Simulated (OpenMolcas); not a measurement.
**One shape, several levels: triplet Si2H5Cl**

Wanted: a comparison of 6 runs (UHF/3-21G, UB3LYP/6-31G*, U-r2SCAN/cc-pVDZ, UB3LYP/cc-pVDZ, UPBE/cc-pVDZ, ROCCSD(T)/cc-pVDZ) of triplet Si2H5Cl. 

Program for the calculation: OpenMolcas 26.06.

### 1 The molecule

Si2H5Cl has 8 atoms, charge 0, and is taken as a triplet. As SMILES of the parent species, `[SiH3][SiH2]Cl`. The shape is that of a PBE0-D4/def2-TZVP optimisation. That shape belongs to the parent species and isn't relaxed for this state.

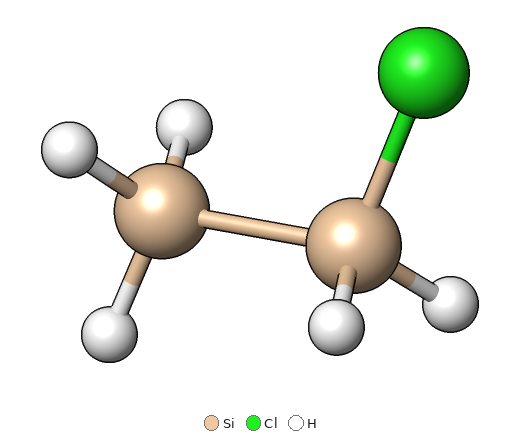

Viewed from a chosen angle; silicon light orange, chlorine green, hydrogen white.

### 2 A single-point energy at UHF/3-21G (run 1)

File job.input:

```
* ClH5Si2 Hartree-Fock
>>> EXPORT MOLCAS_PRINT=2

&GATEWAY
  BASLIB=$CurrDir
  COORD
  8
  angstrom
  Si      -0.706500       0.881800      -0.390300
  Si       0.573400      -0.938800       0.325900
  Cl       2.431600      -0.252900       0.908000
  H       -2.053000       0.410100      -0.813000
  H       -0.034300       1.540700      -1.540000
  H       -0.854500       1.855700       0.722100
  H       -0.041800      -1.622800       1.491400
  H        0.777200      -1.930900      -0.759900
  BASIS=3-21G
  GROUP=NoSym

&SEWARD

&SCF
  UHF
  SPIN=3
  THRESHOLDS=1e-10 1e-07 1e-07 1e-05
  PRORBITALS=1
```

The basis set 3-21G is read from a file made from the Basis Set Exchange's data (not shown).

Command:

```
$ export MOLCAS_MEM=1860
$ pymolcas job.input > job.log
```

The program printed:

```text
--- Start Module: gateway ---
[...]
--- Stop Module: gateway /rc=_RC_ALL_IS_WELL_ ---
--- Start Module: seward ---
[...]
      Basis functions           49
--- Stop Module: seward /rc=_RC_ALL_IS_WELL_ ---
[...]
--- Start Module: scf ---
[...]
       Convergence after  29 Iterations
[...]
::    Total SCF energy                              -1034.7591621485
[...]
      Total spin, S                                     1.0047358527
[...]
      Total electronic charge=   50.000000
      Total            charge=   -0.000000
[...]
      Dipole Moment (debye):
      Origin of the operator (angstrom)=    0.8241   -0.1061    0.3027
                   X= -1.9832E+00               Y=  1.2391E+00               Z= -8.9121E-01           Total=  2.5025E+00
      Quadrupole Moment (debye*angstrom):
[...]
--- Stop Module: scf /rc=_RC_ALL_IS_WELL_ ---
[...]
```

Wall time 6.9 s (1 thread of AMD EPYC 7R43 (Zen 3), shared host); peak memory 0.38 GiB.

### 3 The energy at UB3LYP/6-31G(d) (spherical functions) (run 2)

File mol.input:

```
&gateway
 baslib = $CurrDir
 coord
 8
 angstrom
 Si      -0.706500       0.881800      -0.390300
 Si       0.573400      -0.938800       0.325900
 Cl       2.431600      -0.252900       0.908000
 H       -2.053000       0.410100      -0.813000
 H       -0.034300       1.540700      -1.540000
 H       -0.854500       1.855700       0.722100
 H       -0.041800      -1.622800       1.491400
 H        0.777200      -1.930900      -0.759900
 basis = 6-31Gs
 group = NoSym

&seward
 gridinput
 Grid=UltraFine
 End of Grid

&scf
 uhf
 spin = 3
 ksdft = B3LYP
 thresholds = 1e-10 1e-07 1e-07 1e-05
 prorbitals = 1 1
```

The basis set 6-31G* is read from a file made from the Basis Set Exchange's data (not shown).

Command:

```
$ export MOLCAS_MEM=1860
$ pymolcas mol.input > mol.log
```

The program printed:

```text
--- Start Module: gateway ---
[...]
--- Stop Module: gateway /rc=_RC_ALL_IS_WELL_ ---
--- Start Module: seward ---
[...]
      Basis functions           64
--- Stop Module: seward /rc=_RC_ALL_IS_WELL_ ---
[...]
--- Start Module: scf ---
[...]
       Convergence after  21 Iterations
[...]
::    Total KS-DFT energy                           -1042.0087256808
[...]
      Total spin, S                                     1.0009501107
[...]
      Total electronic charge=   50.000000
      Total            charge=   -0.000000
[...]
      Dipole Moment (debye):
      Origin of the operator (angstrom)=    0.8241   -0.1061    0.3027
                   X= -1.0494E+00               Y=  9.7093E-01               Z= -5.1415E-01           Total=  1.5193E+00
      Quadrupole Moment (debye*angstrom):
[...]
--- Stop Module: scf /rc=_RC_ALL_IS_WELL_ ---
[...]
```

It took 61 s on 1 thread of AMD EPYC 7R43 (Zen 3), shared host; peak memory 0.4 GiB.

Runs 3 to 4 aren't shown in full; the table further down has their settings and results.

### 4 The energy at UPBE/cc-pVDZ (run 5)

File test.inp:

```
&GATEWAY
 BasLib=$CurrDir
 Coord
 8
 angstrom
 Si      -0.706500       0.881800      -0.390300
 Si       0.573400      -0.938800       0.325900
 Cl       2.431600      -0.252900       0.908000
 H       -2.053000       0.410100      -0.813000
 H       -0.034300       1.540700      -1.540000
 H       -0.854500       1.855700       0.722100
 H       -0.041800      -1.622800       1.491400
 H        0.777200      -1.930900      -0.759900
 Basis=cc-pVDZ
 Group=NoSym

&SEWARD
 GridInput
 Grid=UltraFine
 End of Grid

&SCF
 UHF
 Spin=3
 KSDFT=PBE
 Thresholds=1e-10 1e-07 1e-07 1e-05
 PrOrbitals=1
```

The basis set cc-pVDZ is read from a file made from the Basis Set Exchange's data (not shown).

Command:

```
$ export MOLCAS_MEM=1860
$ pymolcas test.inp > test.log
```

The program printed:

```text
--- Start Module: gateway ---
[...]
--- Stop Module: gateway /rc=_RC_ALL_IS_WELL_ ---
--- Start Module: seward ---
[...]
      Basis functions           79
--- Stop Module: seward /rc=_RC_ALL_IS_WELL_ ---
[...]
--- Start Module: scf ---
[...]
       Convergence after  22 Iterations
[...]
::    Total KS-DFT energy                           -1041.5177153506
[...]
      Total spin, S                                     1.0007467835
[...]
      Total electronic charge=   50.000000
      Total            charge=   -0.000000
[...]
      Dipole Moment (debye):
      Origin of the operator (angstrom)=    0.8241   -0.1061    0.3027
                   X= -6.8768E-01               Y=  5.0253E-01               Z= -3.1848E-01           Total=  9.0933E-01
      Quadrupole Moment (debye*angstrom):
[...]
--- Stop Module: scf /rc=_RC_ALL_IS_WELL_ ---
[...]
```

Run time: 79 s. Hardware: 1 thread of AMD EPYC 7R43 (Zen 3), shared host; peak memory 0.44 GiB.

### 5 A single-point energy at ROCCSD(T)/cc-pVDZ (run 6)

File geom.xyz:

```xyz
8

Si    -0.706500     0.881800    -0.390300
Si     0.573400    -0.938800     0.325900
Cl     2.431600    -0.252900     0.908000
H     -2.053000     0.410100    -0.813000
H     -0.034300     1.540700    -1.540000
H     -0.854500     1.855700     0.722100
H     -0.041800    -1.622800     1.491400
H      0.777200    -1.930900    -0.759900
```

File mol.inp:

```
&GATEWAY
BASLIB
$CurrDir
COORD
geom.xyz
BASIS
cc-pVDZ
GROUP
NoSym
&SEWARD
&SCF
UHF
SPIN
3
THRESHOLDS
1e-10 1e-07 1e-07 1e-05
PRORBITALS
1
&RASSCF
FILEORB
$Project.UnaOrb
SPIN
3
NACTEL
2 0 0
INACTIVE
24
RAS2
2
OUTORBITALS
Canonical
ORBLISTING
NoCore
&MOTRA
JOBIPH
FROZEN
15
&CCSDT
CCT
TRIPLES
3
ITERATIONS
80
ACCURACY
1e-08
EXTRAPOLATION
5 4
```

The basis set cc-pVDZ is read from a file made from the Basis Set Exchange's data (not shown).

Command:

```
$ export MOLCAS_MEM=1860
$ pymolcas mol.inp > mol.log
```

The program printed:

```text
--- Start Module: gateway ---
[...]
--- Stop Module: gateway /rc=_RC_ALL_IS_WELL_ ---
[...]
      Basis functions           79
[...]
       Convergence after  24 Iterations
[...]
::    Total SCF energy                              -1040.0872182646
[...]
      Total spin, S                                     1.0034076107
[...]
      Number of active orbitals                  2
[...]
      Spin quantum number                      1.0
[...]
      Active orbitals                            2
[...]
      Number of CSFs                             1
[...]
      Number of root(s) required                 1
[...]
      Convergence after 17 iterations
[...]
      printout of CI-coefficients larger than  0.05 for root  1
      energy=   -1040.084092
      conf/sym  11     Coeff  Weight
             1  uu   1.00000 1.00000
      Natural orbitals and occupation numbers for root  1
      sym 1:   1.000000   1.000000
      ************************************************************************************************************************
      *                                                    Final results                                                     *
[...]
::    RASSCF root number  1 Total energy:  -1040.08409189
[...]
      Total electronic charge=   50.000000
      Total            charge=   -0.000000
[...]
      Dipole Moment (debye):
      Origin of the operator (angstrom)=    0.8241   -0.1061    0.3027
                   X= -2.0992E+00               Y=  7.3010E-01               Z= -8.6281E-01           Total=  2.3842E+00
      Quadrupole Moment (debye*angstrom):
[...]
--- Start Module: motra ---
[...]
      *** WARNING: Default frozen orbitals is overwritten by user input.
      *** Default values:   9
[...]
--- Stop Module: motra /rc=_RC_ALL_IS_WELL_ ---
[...]
--- Start Module: ccsdt ---
[...]
      Convergence after                    24  Iterations
      Total energy (diff) :   -1040.47987809       0.00000000
[...]
 METHOD                       : CCSD+T(CCSD)+<T3(1)WT1>+<T3(1)UT2> = CCSD(T)
[...]
       CCSD     =     -1040.4798780947729
[...]
--- Stop Module: ccsdt /rc=_RC_ALL_IS_WELL_ ---
[...]
```

Run time: 59 s. Hardware: 1 thread of AMD EPYC 7R43 (Zen 3), shared host; peak memory 0.44 GiB.

### 6 All runs side by side

```
run                                level  integration grid  frozen core orbitals   energy (Eh)  dipole moment (D)  HOMO energy (eV)   ⟨S²⟩  wall time
  1                            UHF/3-21G                 –                     –  -1034.759162               2.50             -4.23  2.014      6.9 s
  2  UB3LYP/6-31G* (spherical functions)         UltraFine                     –  -1042.008726               1.52             -2.35  2.003       61 s
  3                     U-r2SCAN/cc-pVDZ         UltraFine                     –  -1041.927362               1.15             -1.96  2.005    2.3 min
  4                       UB3LYP/cc-pVDZ         UltraFine                     –  -1042.065303               1.09             -2.28  2.003       84 s
  5                         UPBE/cc-pVDZ         UltraFine                     –  -1041.517715               0.91             -1.77  2.002       79 s
  6                    ROCCSD(T)/cc-pVDZ                 –                    15  -1040.491282                  –                 –      –       59 s
```

### 7 Outcome

| quantity | value |
| --- | --- |
| run 6: total energy | -1040.49128 Eh |
| run 6: (T) correction | -11.40 mEh |

In words: Over runs 1, 2, 3, 4, 5 the dipole moment (its size) runs from 0.91 D (UPBE/cc-pVDZ) to 2.50 D (UHF/3-21G). The two ends differ in method and basis. Totals of different functionals can't be ranked against each other. All runs together took 7.1 min, the longest 2.3 min.
